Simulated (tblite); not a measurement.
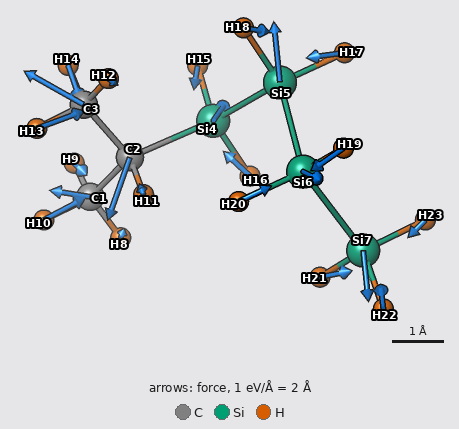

Starting geometry of C3H16Si4 with the computed forces as blue arrows. The picture is a ball-and-stick view, seen at a tilt.

The calculation used GFN2-xTB geometry optimisation, gas phase in tblite. 

Q: What follows when this structure is relaxed?

A: It isn't relaxed: the largest force vector, on C3, is 0.69 eV/Å. The final displacements have little in common with the starting forces (cosine between the two patterns 0.09). The largest move after the best rigid fit is that of H16, 0.98 Å. By element the largest moves are H 0.98 Å, C 0.64 Å, Si 0.56 Å. Some distances before and after: Si5–Si6 2.282 → 2.329 Å, Si7–H22 1.490 → 1.465 Å, Si6–H19 1.497 → 1.472 Å, Si4–Si5 2.295 → 2.316 Å. Bond angles that change, for instance: Si5–Si6–Si7 107.5° → 114.7°, Si4–Si5–Si6 108.7° → 114.8°, H19–Si6–H20 107.3° → 102.4°. Groups turn about Si4–Si5 by about 30°. After 218 geometry steps the energy has fallen by 18.8 kJ/mol.
